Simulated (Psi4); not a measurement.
# UB2PLYP/def2-TZVP (density fitting with cc-pvtz-jkfit, density fitting for correlation, sweep point 4) run of CH4NSi (SMILES C=N[SiH2])

What is the vertical ionisation energy of CH4NSi at UB2PLYP/def2-TZVP (density fitting with cc-pvtz-jkfit, density fitting for correlation, sweep point 4)? Input form: a Python script.

The calculation is run with Psi4 1.11.

8 further runs of the same task are left out: 6 that didn't finish, 2 set aside as unsound or not needed.

**1. The system as given**

CH4NSi: 7 atoms, total charge 0, spin state doublet. SMILES: `C=N[SiH2]`. The shape is that of a GFN2-xTB optimisation.

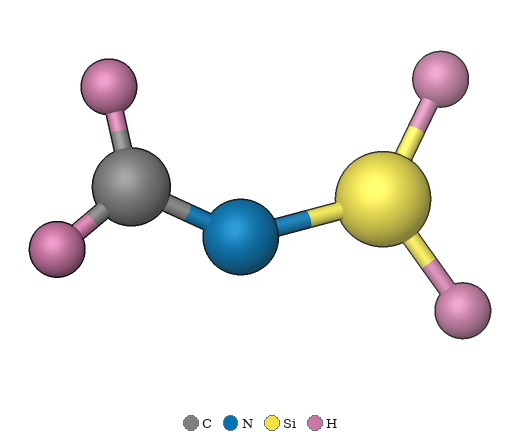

Viewed from a chosen angle; carbon grey, nitrogen blue, silicon yellow, hydrogen pink.

**2. The energy at UB2PLYP/def2-TZVP (density fitting with cc-pvtz-jkfit, density fitting for correlation, sweep point 4)**

File calc.py:

```python
import psi4

psi4.set_memory('1600 MB')
psi4.set_num_threads(1)
psi4.core.set_output_file('run.log', False)

m = psi4.geometry("""
0 2
C     -1.243710    -0.210880    -0.669260
N     -0.016440    -0.432190    -0.308170
Si     1.178680     0.190460     0.630130
H     -1.697610    -0.908750    -1.356980
H     -1.844990     0.624540    -0.331550
H      1.258060     1.367600     1.486690
H      2.366000    -0.630770     0.549130
symmetry c1
""")

psi4.set_options({
    'reference': 'uks',
    'puream': True,
    'scf_type': 'df',
    'dft_radial_points': 99,
    'dft_spherical_points': 590,
    'num_frozen_docc': 7,
    'df_basis_scf': 'cc-pvtz-jkfit',
    'maxiter': 150,
})

energy_value = psi4.energy("b2plyp/def2-TZVP")
print(f'b2plyp/def2-TZVP energy: {energy_value:.10f} Eh')
```

The run is started by

```console
$ python calc.py
```

run.log:

```text
[...]
  Running in c1 symmetry.
[...]
  Nuclear repulsion =   94.134155473035250
[...]
  Multiplicity = 2
[...]
  Nalpha       = 16
  Nbeta        = 15
[...]
    Number of basis functions: 123
[...]
   @DF-UKS iter   1:  -384.08386412225701   -3.81423e-01   5.97573e-03 DIIS/ADIIS
[...]
   @DF-UKS iter  10:  -384.36443667041226   -2.64002e-07   8.79406e-07 DIIS
[...]
   @S^2 Observed:                8.099301613E-01
[...]
    Orbital Energies [Eh]
    ---------------------
    Alpha Occupied:
       1A    -67.233273     2A    -14.828878     3A    -10.666141
       4A     -5.635308     5A     -3.896300     6A     -3.887465
       7A     -3.886878     8A     -1.009877     9A     -0.742598
      10A     -0.609480    11A     -0.538095    12A     -0.504036
      13A     -0.422945    14A     -0.408048    15A     -0.307507
      16A     -0.215689
    Alpha Virtual:
      17A      0.021593    18A      0.046534    19A      0.080087
      20A      0.119165    21A      0.143101    22A      0.162684
      23A      0.194760    24A      0.207076    25A      0.221497
[...]
  @DF-UKS Final Energy:  -384.36443667041226
   => Energetics <=
    Nuclear Repulsion Energy =             94.1341554730352499
    One-Electron Energy =                -715.7984686927225084
    Two-Electron Energy =                 253.8994245001632635
    DFT Exchange-Correlation Energy =     -16.5995479508882049
    Empirical Dispersion Energy =           0.0000000000000000
    VV10 Nonlocal Energy =                  0.0000000000000000
    Total Energy =                       -384.3644366704122604
[...]
 Multipole Moments:
 ------------------------------------------------------------------------------------
     Multipole            Electronic (a.u.)      Nuclear  (a.u.)        Total (a.u.)
 ------------------------------------------------------------------------------------
 L = 1.  Multiply by 2.5417464519 to convert [e a0] to [Debye]
 Dipole X            :          0.7609900           -1.0609931           -0.3000031
 Dipole Y            :         -0.2035230            0.6114941            0.4079710
 Dipole Z            :          0.1843955           -0.0257262            0.1586694
 Magnitude           :                                                    0.5306771
[...]
```

The script printed:

```text
b2plyp/def2-TZVP energy: -384.5158811702 Eh
```

Wall time 40 s (1 thread of Intel Xeon Platinum 8259CL at 2.50GHz (Skylake/Cascade Lake), shared host); peak memory 0.84 GiB.

**3. The singlet cation at the same level**

File job.py:

```python
import psi4

psi4.set_memory('1600 MB')
psi4.set_num_threads(1)
psi4.set_output_file('ch4nsi.out', False)

mol = psi4.geometry("""
1 1
C     -1.243710    -0.210880    -0.669260
N     -0.016440    -0.432190    -0.308170
Si     1.178680     0.190460     0.630130
H     -1.697610    -0.908750    -1.356980
H     -1.844990     0.624540    -0.331550
H      1.258060     1.367600     1.486690
H      2.366000    -0.630770     0.549130
symmetry c1
""")

options = {'reference': 'rks', 'puream': True, 'scf_type': 'df', 'dft_radial_points': 99, 'dft_spherical_points': 590, 'num_frozen_docc': 7, 'df_basis_scf': 'cc-pvtz-jkfit'}
psi4.set_options(options)

E = psi4.energy('b2plyp/def2-TZVP', molecule=mol)
print(f'total energy {E:.8f} hartree = {E * 27.211386:.5f} eV')
```

The run is started by

```console
$ python job.py
```

ch4nsi.out:

```text
[...]
  Running in c1 symmetry.
[...]
  Nuclear repulsion =   94.134155473035250
[...]
  Multiplicity = 1
[...]
  Nalpha       = 15
  Nbeta        = 15
[...]
    Number of basis functions: 123
[...]
   @DF-RKS iter   1:  -383.98864711772092   -2.86206e-01   4.50169e-03 ADIIS/DIIS
[...]
   @DF-RKS iter   7:  -384.11180119324160   -2.56344e-07   6.88954e-07 DIIS
[...]
    Orbital Energies [Eh]
    ---------------------
    Doubly Occupied:
       1A    -67.522292     2A    -15.054867     3A    -10.923975
       4A     -5.918484     5A     -4.177147     6A     -4.169680
       7A     -4.168775     8A     -1.247781     9A     -0.969405
      10A     -0.838268    11A     -0.765490    12A     -0.738538
      13A     -0.656543    14A     -0.627777    15A     -0.534280
[...]
  @DF-RKS Final Energy:  -384.11180119324160
   => Energetics <=
    Nuclear Repulsion Energy =             94.1341554730352499
    One-Electron Energy =                -708.0601764845162052
    Two-Electron Energy =                 246.2854240552190959
    DFT Exchange-Correlation Energy =     -16.4712042369796805
    Empirical Dispersion Energy =           0.0000000000000000
    VV10 Nonlocal Energy =                  0.0000000000000000
    Total Energy =                       -384.1118011932416039
[...]
 Multipole Moments:
 ------------------------------------------------------------------------------------
     Multipole            Electronic (a.u.)      Nuclear  (a.u.)        Total (a.u.)
 ------------------------------------------------------------------------------------
 L = 1.  Multiply by 2.5417464519 to convert [e a0] to [Debye]
 Dipole X            :          0.9668609           -1.0609931           -0.0941322
 Dipole Y            :          0.0205793            0.6114941            0.6320734
 Dipole Z            :          0.4301664           -0.0257262            0.4044403
 Magnitude           :                                                    0.7562735
[...]
```

Standard output:

```text
total energy -384.25608652 hartree = -10456.14069 eV
```

Wall time 21 s (1 thread of Intel Xeon Platinum 8259CL at 2.50GHz (Skylake/Cascade Lake), shared host); peak memory 0.83 GiB.

**4. Summary of results**

Level: UB2PLYP/def2-TZVP (density fitting with cc-pvtz-jkfit, density fitting for correlation, sweep point 4), 7 core orbitals frozen.

| quantity | value |
| --- | --- |
| doublet CH4NSi: total energy | -384.51588 Eh |
| doublet CH4NSi: HOMO energy (SCF part's orbitals) (highest over α and β) | -5.87 eV |
| doublet CH4NSi: LUMO energy (SCF part's orbitals) (lowest over α and β) | -0.78 eV |
| doublet CH4NSi: ⟨S²⟩ | 0.810 |
| singlet cation: total energy | -384.25609 Eh |
| singlet cation: HOMO energy (SCF part's orbitals) | -14.54 eV |
| singlet cation: LUMO energy (SCF part's orbitals) | -7.85 eV |
| singlet cation: HOMO–LUMO gap (SCF part's orbitals) | 6.69 eV |
| vertical ionisation energy (to the singlet cation) | 7.069 eV |

The vertical ionisation energy comes to 7.07 eV (163 kcal/mol). Only the singlet of the ionised species was computed; a triplet could lie lower.
